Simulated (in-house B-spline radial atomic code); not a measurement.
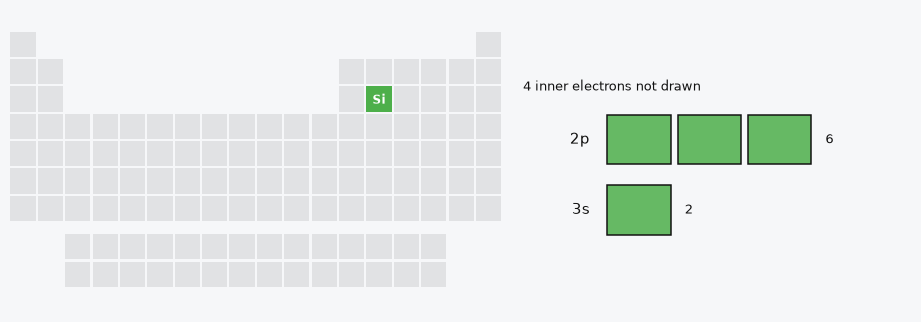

Figure 1. Left, the place of silicon in the periodic table; right, the outer shells of the closed core: a box for each of the 2l + 1 orbitals, shaded by the share of the shell that is filled, with the electron count at the right.

# Run report: Si, many-body perturbation calculation

System: Si, core [Ne] 3s2.
Method: configuration interaction of two valence electrons with many-body perturbation theory for the core (screened one- and two-electron correlation potentials), Breit and QED, no-pair Dirac, B-spline basis (in-house B-spline radial atomic code).

## Input file
```
basis_form = 3
Z = 14
core_configuration = [Ne] 3s2
rms_radius = 3.1224
mass_number = 28
speed_of_light = 137.035999084
box_radius = 45.0
lmax = 6
intervals = 69
virtual_cutoff = 392.0
```

Hardware: 1 CPU thread, shared host.

Launched within a batch (the task file carries these settings):
```bash
python <driver script> task.json out
```

The program writes its results to a structured record and prints no log; tables and figures of this report are taken from that record.

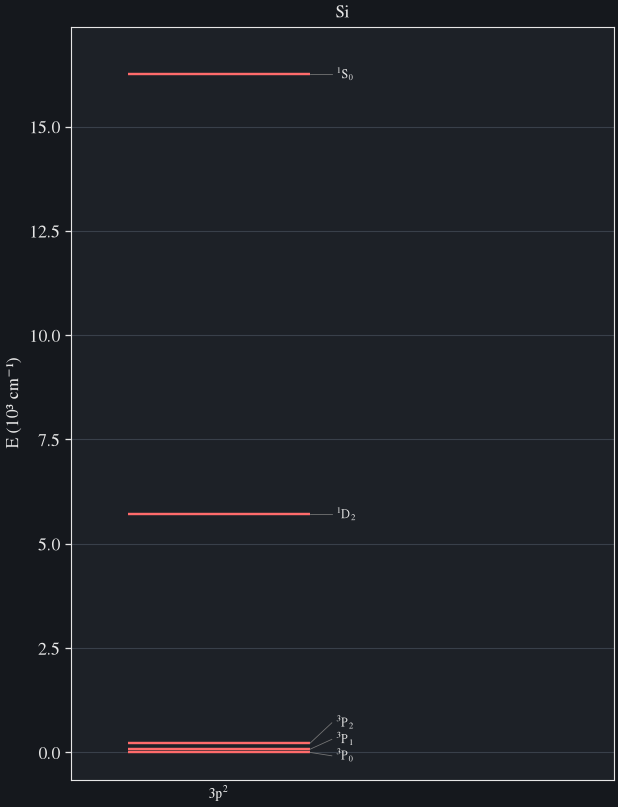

Figure 2. Levels of Si I (neutral silicon), two electrons outside the core [Ne] 3s². CI+MBPT: configuration interaction in the frozen-core Dirac–Hartree–Fock potential with screened core-valence correlation, Breit and QED terms; computed with a B-spline radial code. The lowest level is 3p² ³P₀. The first excited level, 3p² ³P₁, lies at 76.8 cm⁻¹. The ground term spreads over 223 cm⁻¹ in the order J = 0, 1, 2, a normal multiplet. All levels drawn have even parity, so no electric dipole line joins them. The ionisation energy is 8.122 eV, against 7.361 eV from CI without core-valence correlation and a measured value of 8.152 eV.

| Level | E (cm⁻¹) | measured |
| --- | --- | --- |
| 3p² ³P₀ | 0 | 0 |
| 3p² ³P₁ | 76.8 | 77.1 |
| 3p² ³P₂ | 222 | 223 |
| 3p² ¹D₂ | 5,703 | 6,299 |
| 3p² ¹S₀ | 16,250 | 15,390 |

## Key numbers

```tsv
quantity	value
outcome	converged
wall time	2.6 min
```

## Notes

Limits: the outer s2 shell is a soft core here, levels are rough; the outer n is counted by energy, so a perturber such as np2 can shift it by one.
